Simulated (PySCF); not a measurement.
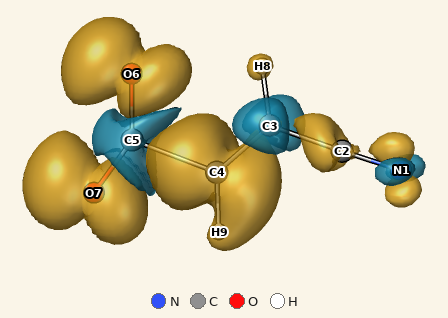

Figure 1: C4H2NO2, doublet, SMILES `N#C/C=C/C([O])=O`. Spin density ρα − ρβ at ±0.01 e/Å³ (yellow: excess α, teal: excess β).

Method: B3LYP/6-31+G*; geometry: GFN2-xTB; program: PySCF. No frequency check shows the geometry to be a minimum. The stability of the open-shell solution wasn't checked. GFN2-xTB doesn't know the spin state, so this open-shell geometry is rough.

How is the spin shared among the atoms?

Hirshfeld spin populations: O7 +0.33, C4 +0.29, O6 +0.28 and C5 +0.06. ⟨S²⟩ = 0.76, against 0.75 for a pure state. The picture also shows regions of β spin from spin polarisation; the Hirshfeld sums, whose atoms overlap, net them against the α spin of neighbours.

The PySCF run took 38 s on 1 thread of Arm Neoverse V2 (shared host), peak memory 0.53 GiB.
